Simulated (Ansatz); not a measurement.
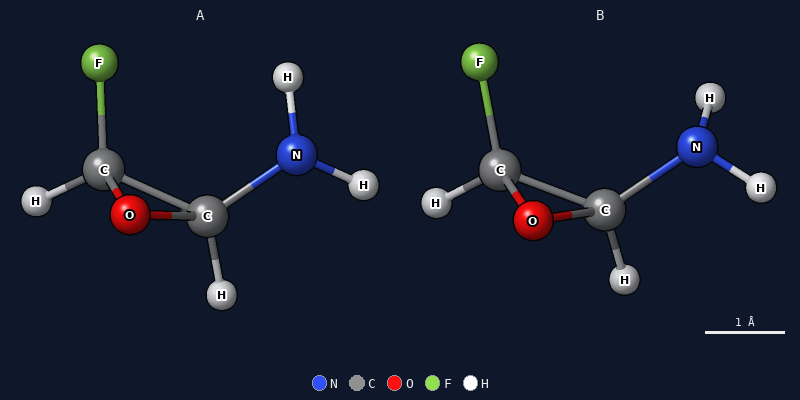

Two geometries of C2H4FNO, drawn at one scale. One is the start of a relaxation, the other its converged end. A ball-and-stick model, seen face on.

Method: Ansatz 0.2.0, RKS PBE0-D4/def2-SVPD. Set-up: no spin polarisation; force threshold 0.015 eV/Å; at most 40 steps.

**Which geometry has the lower energy?**

Structure A is the relaxed one. The run prepares an end point of a later path (inversion) calculation, from a guessed geometry. The energy falls by 46.8 kJ/mol in 13 accepted moves (15 points after the start). Largest force component: 3.2 eV/Å at the start, 0.0081 eV/Å at the end. The line search rejected the trial steps at points 6, 7 of the run. The largest move after the best rigid fit is that of an H atom, 0.69 Å. Largest moves by element: H 0.69 Å, F 0.31 Å, N 0.14 Å, C 0.10 Å, O 0.09 Å. Near-neighbour distances that change, for instance: C–N 1.458 → 1.392 Å, H–N 1.063 → 1.012 Å, C–F 1.411 → 1.363 Å, H–N 0.968 → 1.008 Å. Bond angles that change, for instance: H–N–H 102.6° → 113.7°, C–N–H 107.0° → 116.0°, O–C–H 119.2° → 112.8°. Groups turn about C–N by about 50°. The run took 38 s on 2 threads of Intel(R) Xeon(R) Platinum 8488C (Sapphire Rapids) (shared host), peak memory 0.31 GiB.
